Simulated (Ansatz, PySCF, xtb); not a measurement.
AsH3 (SMILES [AsH3]) and HBr (SMILES Br) are pulled apart as rigid monomers along the line of their centres of mass, from the B3LYP-D3(BJ)/def2-TZVP minimum. Starting geometry (charge 0, multiplicity 1):
```xyz
6

As    -0.2459    -0.1997     0.1439
H     -0.9311     0.7332    -0.8422
H     -0.4163    -1.4192    -0.7482
H      1.1450     0.1094    -0.3869
Br    -1.1177    -0.2402     4.0798
H     -0.8067    -0.2254     2.6745
```

Interaction energies with rigid monomers; basis-set methods are counterpoise corrected unless marked otherwise.

Rows in 6-31G* carry no dispersion term and start afresh at each structure (6-31G* with six Cartesian d functions); the Pople sets are all-electron and without relativity.

The values were computed with Ansatz (Gaussian basis) for Hartree–Fock, density functionals and correlated methods; PySCF for 6-31G* rows, the dispersion terms; xtb for the GFN methods. Each number belongs to the level named beside it.

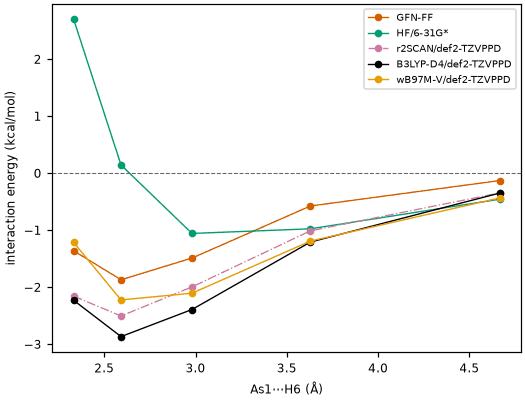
Figure: Interaction energy against separation

Question: Which level binds most strongly at As1···H6 = 2.59, and by how much?

Answer: B3LYP-D4/def2-TZVPPD, -2.9 kcal/mol.

Ansatz is a quantum-chemistry and plane-wave program.
